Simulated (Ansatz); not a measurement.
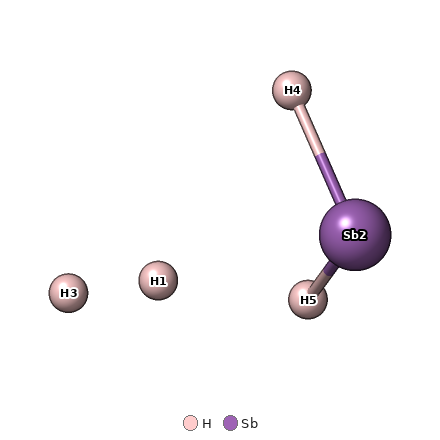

The system is the reacting system H4Sb (fragments H₃Sb + H where the first distance is long, H₂ + H₂Sb where the second is long), spin multiplicity 2; the picture shows the reference structure. First axis: distance H1–H3 (bond that forms). Second axis: distance H1–Sb2 (bond that breaks). Relaxed at each point: all other coordinates. The scan uses a 13 × 13 grid. Points are written as (first, second). All energies are given in kJ/mol relative to a guessed transition structure relaxed with its forming and breaking bonds held. Theory: UKS PBE-D4/def2-TZVP (Ansatz 0.2.0).

Its coordinates:

```json
{"atom": "H", "x (Å)": "-0.9983", "y (Å)": "-0.6788", "z (Å)": "0.1830"}
{"atom": "Sb", "x (Å)": "1.1522", "y (Å)": "-0.3341", "z (Å)": "-0.3649"}
{"atom": "H", "x (Å)": "-1.9284", "y (Å)": "-0.6610", "z (Å)": "0.4540"}
{"atom": "H", "x (Å)": "1.2019", "y (Å)": "0.6801", "z (Å)": "1.0313"}
{"atom": "H", "x (Å)": "0.5728", "y (Å)": "0.9940", "z (Å)": "-1.3035"}
```

Range: distance H1–H3 (bond that forms) from 0.666 to 1.866 Å; distance H1–Sb2 (bond that breaks) from 1.530 to 3.030 Å.

### Predict the map.

The lowest grid point is at (0.720 Å, 3.030 Å), −46 kJ/mol from a guessed transition structure relaxed with its forming and breaking bonds held. It lies in a valley that leaves the map towards separated partners. The highest grid point, (1.866 Å, 3.030 Å), lies 345 kJ/mol above the lowest.

```csv
"second ↓, first →",0.666,0.720,0.794,0.878,0.970,1.068,1.171,1.278,1.389,1.504,1.621,1.742,1.866
3.030,−33,−46,−46,−30,−1,38,81,126,171,212,248,277,298
2.875,−31,−45,−45,−30,−1,36,79,122,165,204,237,263,283
2.724,−29,−43,−44,−30,−2,35,75,117,157,193,223,247,264
2.577,−25,−40,−42,−29,−2,33,71,111,147,180,206,227,241
2.434,−20,−35,−38,−26,−2,31,67,102,136,164,187,203,215
2.295,−12,−28,−32,−22,−1,29,61,93,122,146,164,178,187
2.161,0,−18,−24,−16,3,29,57,84,108,127,142,152,159
2.032,17,−2,−11,−6,9,31,54,76,95,110,121,129,134
1.910,40,19,8,8,20,36,54,71,86,97,105,110,114
1.795,72,49,34,30,37,48,61,73,83,91,96,100,102
1.690,114,88,69,62,63,69,77,84,91,95,99,101,102
1.597,165,137,115,102,99,100,103,107,110,112,114,114,115
1.530,214,184,158,143,135,133,133,134,135,136,136,136,135
```

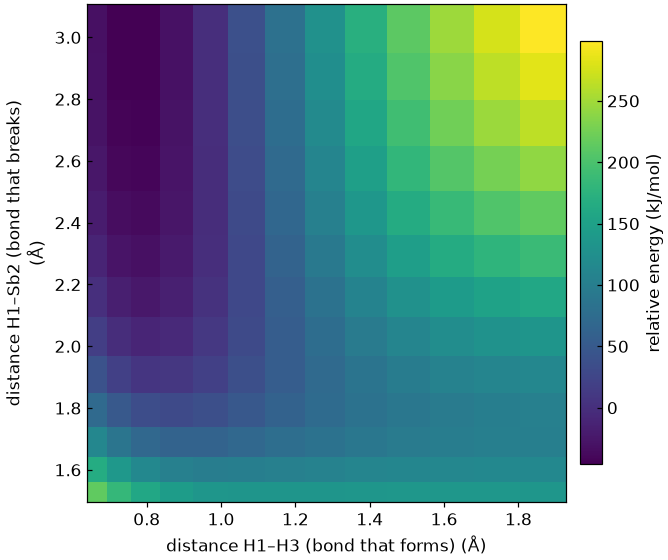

In the figure: one coloured cell a grid point.

Each point was launched as `ansatz run input.yaml --threads 1 --pin off --max-ram 2560MiB --backend cpu --events-out ev --progress --plain --runs-dir out`. The whole map (169 points run) took 21 min on 1 thread of Arm Neoverse V1 (shared host).
